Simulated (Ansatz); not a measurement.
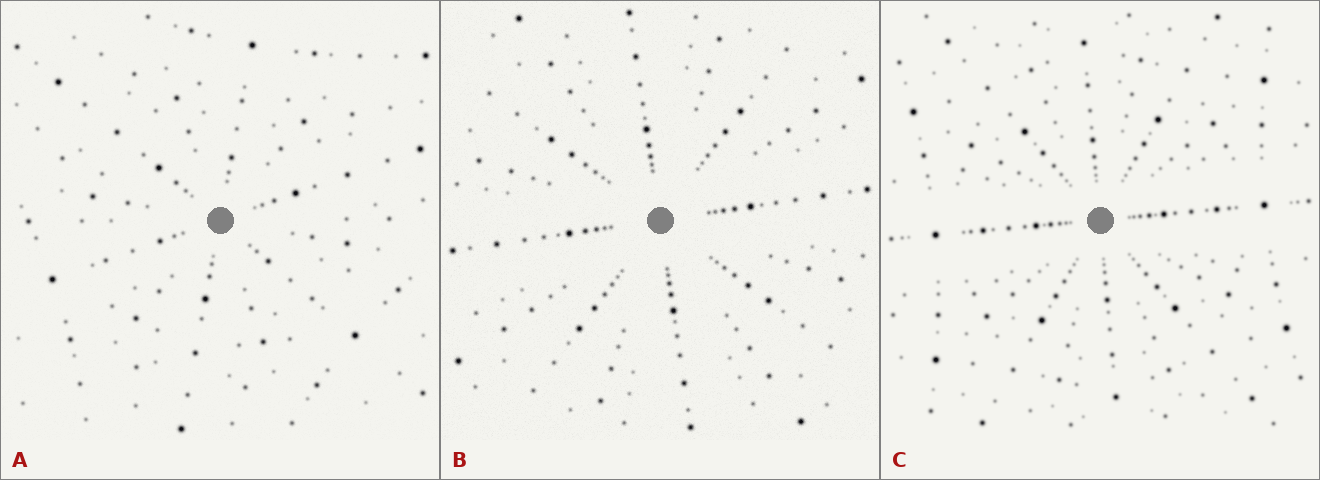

Simulated back-reflection Laue patterns (white X-rays, 0.45 to 2.2 Å, flat plate covering ±45° about the beam, kinematic intensities, seen from the source). Crystal: CsH4F, space group P-43m (No. 215), a = 5.10 Å. Structure: the geometry relaxed with DFT, PAW plane waves, r2scan (Ansatz); the starting structure was generated, so it need not be a known form of this composition.

```
F Cs H
1.0
     5.09886    0.00000    0.00000
     0.00000    5.09886    0.00000
     0.00000    0.00000    5.09886
F Cs H
1 1 4
Direct
  0.00000 0.00000 0.00000
  0.50000 0.50000 0.50000
  0.17018 0.17018 0.17018
  0.17018 0.82982 0.82982
  0.82982 0.82982 0.17018
  0.82982 0.17018 0.82982
```

Question: The directions [001], [110], [111] point towards the source, in some order. Which is which?

Answer: A: [111], symmetry 3m (a threefold axis with three mirror lines). B: [001], symmetry 4mm (a fourfold axis with mirror lines). C: [110], symmetry 2mm (a twofold axis with two mirror lines). The Laue class is m-3m.
